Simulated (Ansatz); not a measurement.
# Two runs on C₂H₁₀BNSi

System: C₂H₁₀BNSi.
Method of run A: RKS PBE0-D4/def2-TZVPP (Ansatz 0.2.0).

The geometry comes from this level: PBE0-D4/def2-TZVP. Text and figures count atoms from 1; the logs count them from 0 in places.

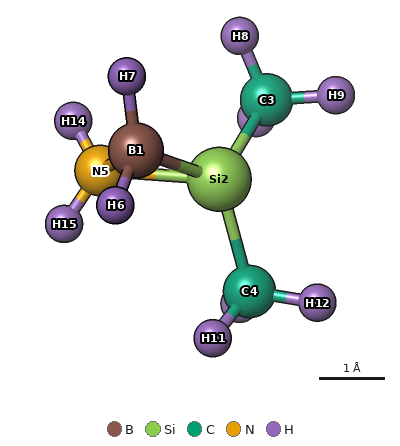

**Figure 1.** The input geometry (ball-and-stick view, seen at a tilt; atoms are numbered from 1 in the order of the input).

The input, run A:
```yaml
crystal:
  periodic: [false, false, false]
  atoms:
    - {symbol: B, position_ang: [-1.171917, 1.530387, -0.106848]}
    - {symbol: Si, position_ang: [-0.035623, 0.031980, 0.416419]}
    - {symbol: C, position_ang: [1.825886, 0.129614, 0.593916]}
    - {symbol: C, position_ang: [-0.621099, -1.741387, 0.552953]}
    - {symbol: N, position_ang: [-0.471093, 0.638950, -1.290399]}
    - {symbol: H, position_ang: [-2.362017, 1.381097, -0.082051]}
    - {symbol: H, position_ang: [-0.715229, 2.638511, -0.054291]}
    - {symbol: H, position_ang: [2.186320, 1.127705, 0.334827]}
    - {symbol: H, position_ang: [2.111067, -0.056898, 1.633206]}
    - {symbol: H, position_ang: [2.340435, -0.607387, -0.028803]}
    - {symbol: H, position_ang: [-1.672864, -1.823394, 0.269588]}
    - {symbol: H, position_ang: [-0.538398, -2.082024, 1.588985]}
    - {symbol: H, position_ang: [-0.031172, -2.421157, -0.068024]}
    - {symbol: H, position_ang: [0.225311, 1.104793, -1.854262]}
    - {symbol: H, position_ang: [-1.091607, 0.098509, -1.875915]}
basis:
  gaussian: {orbitals: def2-TZVPP}
hamiltonian: {xc: pbe0, dispersion: d4}
output: {orbitals: {seedname: orbitals}}
```

Launched with:
```bash
ansatz run in.yaml --threads 4 --pin off --events-out ev --progress --plain --max-ram 10444MiB
```

Hardware: 4 threads of Arm Neoverse V1, 23 GiB of memory available, shared host.

Output (run A):
```
Functional definition: PBE0
  parameter a = 0.25
  parameter kappa = 0.804
  parameter beta = 0.06672455060314922
  exchange = (1 - a)*pbe_x(kappa = kappa, mu = beta*pi^2/3) + a*exact_x
  correlation = pbe_c(beta = beta)
1565 factors; their error is unknown
mean field evaluation 1: about -12260.7155 eV, gradient 8.1e1 eV
mean field evaluation 2: about -12254.1623 eV, gradient 9.4e1 eV
mean field evaluation 4: about -12275.0275 eV, gradient 4.7e0 eV
mean field evaluation 8: about -12275.0710 eV, gradient 5.5e-2 eV
mean field evaluation 16: about -12275.0811 eV, gradient 1.5e-5 eV
mean field -12275.08110987 eV, -451.1009104389 hartree, gradient 1.5e-5 eV, S^2 0.000000; 0 other end points of the search recorded, 0 dependent functions left out
reference -12275.08114834 eV, -451.1009118527 hartree; 24, 24 occupied and 282, 282 virtual orbitals, 1565 factors
Total energy: -12275.34830564 eV, -451.1107297023 hartree
```

For run B the input was changed thus:
```diff
-hamiltonian: {xc: pbe0, dispersion: d4}
+hamiltonian: {xc: {name: wB97X-V}}
```

How does run B compare with run A?

The total energies belong to different models, so their difference says nothing on which is more stable or more accurate. The HOMO goes from −6.16 to −8.43 eV. The LUMO goes from 0.46 to 2.34 eV. On the same kind of shared host run B took about 2.7 times as long.

Output (run B):
```
Functional definition: wB97X-V
  parameter omega = 0.3/bohr
  parameter cx = 0.167
  parameter cx1 = 0.603
  parameter cx2 = 1.194
  parameter css0 = 0.556
  parameter css1 = -0.257
  parameter cos0 = 1.219
  parameter cos1 = -1.850
  parameter b = 6.0
  parameter c = 0.01
  exchange = spin_sum(e_x_unif_sr(omega)*poly(b97_u_x, 1 - cx, cx1, cx2)) + cx*exact_x_sr(omega) + exact_x_lr(omega)
  correlation = spin_sum(e_c_pw_same_spin*poly(b97_u_same, css0, css1))
      + integral(e_c_pw_opposite_spin*poly(b97_u_opposite, cos0, cos1)) + vv10(b, c)
1565 factors; their error is unknown
416 factors; integrals over basis functions are off by at most 1.0e-5 eV
mean field evaluation 1: about -12274.2025 eV, gradient 5.9e1 eV
mean field evaluation 2: about -12277.2425 eV, gradient 4.6e1 eV
mean field evaluation 4: about -12281.4050 eV, gradient 2.1e0 eV
mean field evaluation 8: about -12281.4260 eV, gradient 1.3e-1 eV
mean field evaluation 16: about -12281.4194 eV, gradient 1.8e-4 eV
mean field -12281.41938964 eV, -451.3338379241 hartree, gradient 1.5e-5 eV, S^2 0.000000; 0 other end points of the search recorded, 0 dependent functions left out
reference -12281.41938714 eV, -451.3338378322 hartree; 24, 24 occupied and 282, 282 virtual orbitals, 1565 factors
Total energy: -12281.41938714 eV, -451.3338378322 hartree
```

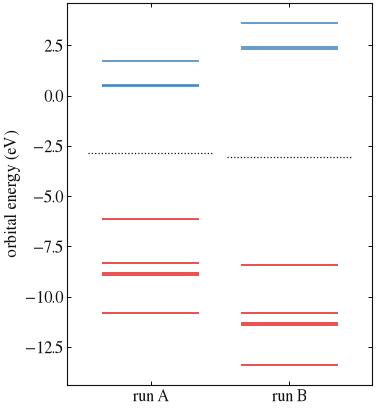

**Figure 2.** The five highest filled and three lowest empty orbital energies of the two runs; the dotted lines part filled from empty levels. The HOMO–LUMO gap is 6.62 eV in run A and 10.77 eV in run B.

The two runs side by side:

| quantity | run A | run B |
| --- | --- | --- |
| outcome | converged | converged |
| total energy (hartree) | −451.110730 | −451.333838 |
| HOMO (eV) | −6.16 | −8.43 |
| LUMO (eV) | 0.46 | 2.34 |
| basis functions | 306 | 306 |
| wall time (shared host) | 4.1 s | 11 s |
